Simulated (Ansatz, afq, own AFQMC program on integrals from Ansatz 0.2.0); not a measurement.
# GeH₄ (singlet): quantum Monte Carlo beside coupled cluster at scale of all distances = 1.322, cc-pVDZ, part 2 of 2

Ansatz 0.2.0, Gaussian basis, and an in-house AFQMC program (afq) on its integrals; all values are calculated; cc-pVDZ, frozen cores.

### 11 Phaseless AFQMC, single-determinant trial on RHF

It reads the integrals that the CCSD(T) run on this determinant wrote.

The run is started by

```console
> afq ham --method phaseless --trial hf --walkers 120 --populations 1 --least-time 40 --time-step 0.005 --steps-per-block 20 --equilibration-blocks 160 --max-blocks 600 --target-error 0.00204 --factor-cut 1e-05 --seed 2273 --taylor-order 6
```

Standard output:

```text
orbitals 33  electrons 4 4  factors 236 of 497
reference energy -2077.46057204 Eh
CCSD correlation -0.16646539 Eh in 11 cycles, weight of the determinant in the CISD state 0.8533
energy of the start -2077.460572 Eh
 block  time / (1/Eh)  mean weight  energy / Eh
     1     0.100  1.0005  -2077.482543
     2     0.200  1.0009  -2077.501963
     3     0.300  0.9997  -2077.517525
     4     0.400  1.0004  -2077.531428
     5     0.500  1.0001  -2077.542946
     6     0.600  1.0001  -2077.552254
     7     0.700  1.0007  -2077.553230
     8     0.800  1.0010  -2077.566039
     9     0.900  1.0008  -2077.574575
    10     1.000  1.0020  -2077.580373
    15     1.500  1.0005  -2077.587451
    29     2.900  1.0019  -2077.619077
    43     4.300  1.0001  -2077.605804
    57     5.700  1.0012  -2077.625971
    71     7.100  0.9985  -2077.651950
    85     8.500  1.0000  -2077.627009
    99     9.900  0.9993  -2077.635848
   113    11.300  0.9996  -2077.625754
   127    12.700  0.9999  -2077.621754
   141    14.100  0.9987  -2077.611499
   155    15.500  1.0004  -2077.625889
   169    16.900  0.9994  -2077.617588
   183    18.300  0.9982  -2077.634511
   197    19.700  1.0000  -2077.646985
   211    21.100  1.0016  -2077.633687
   225    22.500  0.9993  -2077.632220
   239    23.900  1.0015  -2077.636140
   253    25.300  0.9995  -2077.637859
   267    26.700  0.9977  -2077.635005
   281    28.100  1.0007  -2077.632988
   295    29.500  1.0001  -2077.625883
   309    30.900  1.0008  -2077.660635
   323    32.300  0.9986  -2077.616756
   337    33.700  0.9989  -2077.630818
   351    35.100  1.0000  -2077.610674
   365    36.500  1.0002  -2077.638708
   379    37.900  0.9983  -2077.589448
   393    39.300  0.9999  -2077.634995
   407    40.700  0.9985  -2077.637049
   421    42.100  1.0010  -2077.613899
   435    43.500  1.0001  -2077.609996
   449    44.900  0.9992  -2077.612196
   463    46.300  1.0001  -2077.622535
   477    47.700  0.9995  -2077.616877
   491    49.100  1.0005  -2077.651774
   505    50.500  0.9992  -2077.603775
   519    51.900  1.0010  -2077.629411
   533    53.300  1.0010  -2077.625860
   547    54.700  1.0011  -2077.618873
blocks merged  error / Eh  count
     1  0.000668  400
     2  0.000847  200
     4  0.001067  100
     8  0.001265  50
    16  0.001487  25
    32  0.001747  12
energy -2077.629877 +/- 0.001487 Eh
```

Wall time 73 s (1 thread of Arm Neoverse V1, shared host).

Energy -56535.1891 ± 0.0405 eV. Caveats: constraint bias not in the error.

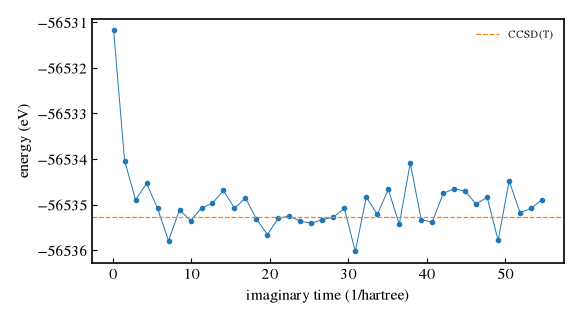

Block energies along the walk.

### 12 Free-projection AFQMC, first-order trial on RHF (settings varied)

It reads the integrals that the CCSD(T) run on this determinant wrote.

The run is started by

```console
> afq ham --method free --trial mp1 --walkers 2 --time-step 0.08 --max-blocks 120 --target-error 0.00136 --factor-cut 1e-05 --seed 1994 --times 0.0,0.48,0.96,2.0,3.04,4.0 --taylor-order 6
```

Standard output:

```text
orbitals 33  electrons 4 4  factors 236 of 497
reference energy -2077.46057204 Eh
CCSD correlation -0.16646539 Eh in 11 cycles, weight of the determinant in the CISD state 0.8533
repeat  energy at the last time / Eh  error
    10  -2077.634290  0.009331
    20  -2077.642240  0.009676
    30  -2077.639774  0.006376
    40  -2077.639902  0.005369
    50  -2077.642494  0.004771
    60  -2077.646182  0.005266
    70  -2077.643622  0.004646
    80  -2077.642432  0.004464
    90  -2077.639305  0.004468
   100  -2077.639989  0.004274
   110  -2077.639611  0.004072
   120  -2077.640917  0.004032
time / (1/Eh)  energy / Eh  error  mean overlap
  0.00  -2077.623774  0.002128  1.1052
  0.48  -2077.625063  0.001909  1.1686
  0.96  -2077.630552  0.002287  1.1045
  2.00  -2077.631262  0.002536  1.0840
  3.04  -2077.631776  0.003960  1.1603
  4.00  -2077.640917  0.004032  1.0237
energy -2077.640917 +/- 0.004032 Eh
```

It took 2.7 s on 1 thread of Arm Neoverse V1, shared host.

Energy -56535.4895 ± 0.1097 eV. Caveats: remainder of the start not in the error; error above the target.

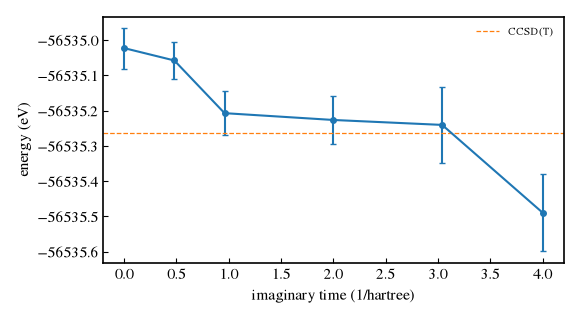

Energy against projection time, with error bars.

### 13 UHF

File in.yaml:

```yaml
crystal:
  periodic: [false, false, false]
  atoms:
    - {symbol: Ge, position_ang: [0.000000, 0.000000, 0.000000]}
    - {symbol: H, position_ang: [1.169076, 1.172877, 1.171354]}
    - {symbol: H, position_ang: [-1.173785, -1.168676, 1.170844]}
    - {symbol: H, position_ang: [-1.168417, 1.169326, -1.175554]}
    - {symbol: H, position_ang: [1.173126, -1.173527, -1.166644]}
basis:
  gaussian: {orbitals: cc-pVDZ}
magnetization: {spin_polarized: true, initial_magnetization: 0}
hamiltonian: {xc: hf}
output: {orbitals: {seedname: orbitals}}
```

The run is started by

```console
> ansatz run in.yaml --threads 1 --pin off --events-out ev --progress --plain --max-ram 1382MiB
```

Standard output:

```text
Functional definition: HF
  name "HF"
  cite "Fock, Z. Phys. 61, 126 (1930) doi:10.1007/BF01340294"
  parent pbe
  exchange = exact_x
  correlation = 0
497 factors; integrals over basis functions are off by at most 1.5e-3 eV
mean field evaluation 1: about -56530.1559 eV, gradient 6.0e0 eV
mean field evaluation 2: about -56530.1589 eV, gradient 6.0e0 eV
mean field evaluation 4: about -56530.5773 eV, gradient 6.5e-1 eV
mean field evaluation 8: about -56530.5820 eV, gradient 5.6e-5 eV
mean field evaluation 16: about -56530.3433 eV, gradient 1.5e0 eV
mean field evaluation 32: about -56530.5506 eV, gradient 3.4e-1 eV
mean field evaluation 64: about -56524.5498 eV, gradient 7.2e0 eV
mean field evaluation 96: about -56530.1559 eV, gradient 6.0e0 eV
mean field -56530.58203661 eV, -2077.4605720407 hartree, gradient 5.1e-6 eV, S^2 0.000000; 0 other end points of the search recorded, 0 dependent functions left out
reference -56530.58203661 eV, -2077.4605720407 hartree; 18, 18 occupied and 29, 29 virtual orbitals, 497 factors
Total energy: -56530.58203661 eV, -2077.4605720407 hartree
```

Wall time 1 s (1 thread of Arm Neoverse V1, shared host).

From the report: ⟨S²⟩ of the determinant 0.000 (pure singlet: 0.00).

### 14 AFQMC on the ladder

On the RHF determinant, counted from CCSDT(Q) (a yardstick, not exact):

| level | energy (eV) | from CCSDT(Q) (kJ/mol) | statistical error (kJ/mol) | time |
| --- | --- | --- | --- | --- |
| HF | -56530.5820 | +457.1 |  |  |
| MP2 | -56533.9660 | +130.6 |  |  |
| CCSD | -56535.1118 | +20.1 |  |  |
| CCSD(T) | -56535.2632 | +5.4 |  |  |
| CCSDT(Q) | -56535.3196 | 0.0 |  |  |
| Phaseless AFQMC, CISD trial, step 0.005, 60 walkers | -56535.3416 | -2.1 | 1.6 | 72 s |
| Phaseless AFQMC, single-determinant trial, step 0.005, 120 walkers | -56535.1891 | +12.6 | 3.9 | 73 s |

The functionals' totals stand on their own zeros and serve differences with other points: PBE -56569.236 eV; r2SCAN -56577.326 eV; PBE0 -56570.439 eV; B3LYP -56579.367 eV; wB97M-V -56573.753 eV; B2PLYP -56565.978 eV.

### 15 Summary of results

The summary covers parts 1 to 2.

| quantity | value |
| --- | --- |
| CCSD(T) on RHF from CCSDT(Q) | +5.4 kJ/mol |
| Phaseless AFQMC, CISD trial on RHF from CCSDT(Q) | -2.1 ± 1.6 kJ/mol |
| Phaseless AFQMC, single-determinant trial on RHF from CCSDT(Q) | +12.6 ± 3.9 kJ/mol |

What this shows: On RHF the phaseless walk with the CISD trial lies -2.1 kJ/mol from CCSDT(Q), within three error bars. Error bars are statistical and leave out the constraint, the time step and what remains of the start.
